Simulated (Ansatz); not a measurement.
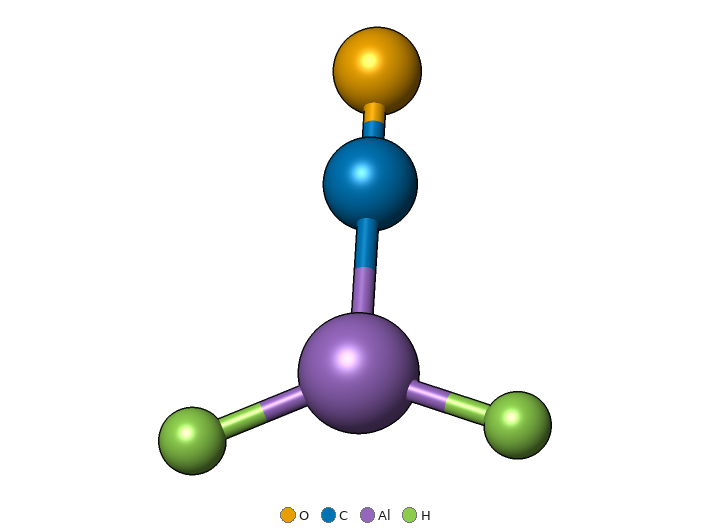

Rendered structure (ball-and-stick style).

State: neutral, doublet. The computed structure is the end point of a PBE0-D4/def2-TZVP optimisation. No frequency run is at hand to confirm it as a minimum.

> Give the formula.

CH2AlO, 5 atoms: 1 carbon, 2 hydrogen, 1 aluminium and 1 oxygen.

> What is the point group of this geometry?

C2v.

> Count the bonded pairs by element.

2 Al–H, 1 C–O, 1 C–Al. Sticks follow a distance rule.

More results for the same structure follow; atom numbers are the same in all pictures, views and colours differ.

**Shape**

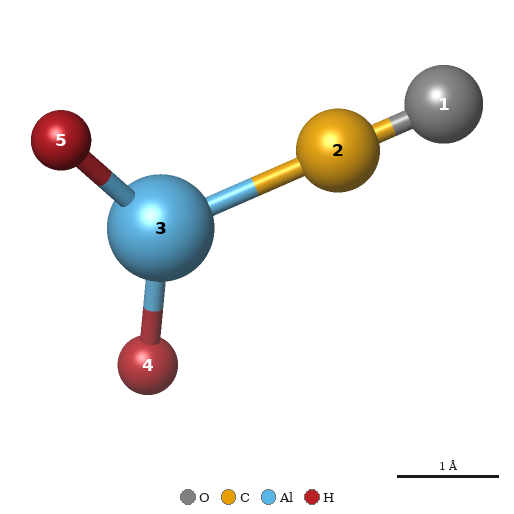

The atoms are numbered. No frequency run is at hand to confirm it as a minimum.

Which atoms are bonded, and how long are the bonds?

```
  bond  length (Å)
 O1–C2       1.150
C2–Al3       1.927
Al3–H4       1.572
Al3–H5       1.572
```

**Electronic properties**

No frequency run is at hand to confirm it as a minimum. Level of theory: UKS PBE0-D4/def2-TZVPP (Ansatz 0.2.0).

> What is the ⟨S²⟩ of the determinant?

0.753.

> Estimate the HOMO energy (Kohn–Sham orbital).

−5.34 eV.

**Charges**

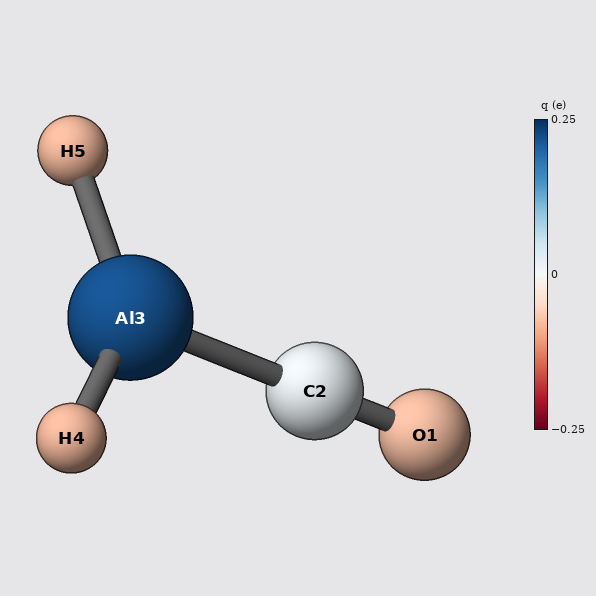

Atoms are coloured by their Mulliken charges. No frequency run is at hand to confirm it as a minimum. Method: UKS PBE0-D4/def2-TZVP (Ansatz 0.2.0).

> Which atom carries the highest charge (most positive or least negative)?

Al3 (0.21 e).

> And the lowest?

H4, H5 (−0.08 e).

List the Mulliken charges.

```tsv
atom	value (e)
O1	−0.07
C2	0.01
Al3	0.21
H4	−0.08
H5	−0.08
```

**Dipole moment**

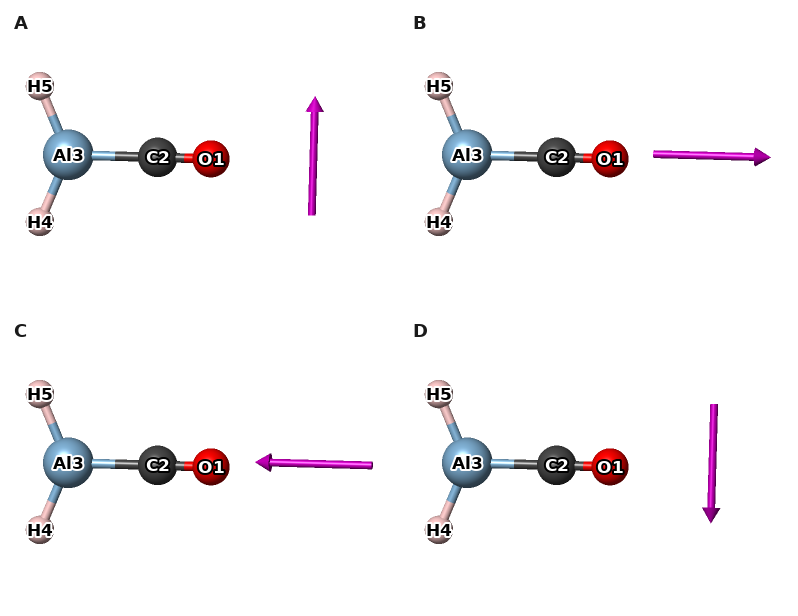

The same molecule four times, each with an arrow. No frequency run is at hand to confirm it as a minimum. Level of theory: UKS PBE0-D4/def2-TZVP (Ansatz 0.2.0).

> Which arrow points along the dipole moment, from the negative to the positive end?

C. The dipole moment is 0.57 D; it points from the side of O1 to the side of H4, H5 (the outermost atoms at the two ends).

Mulliken values depend strongly on the basis set and can even reverse the polarity of a bond.
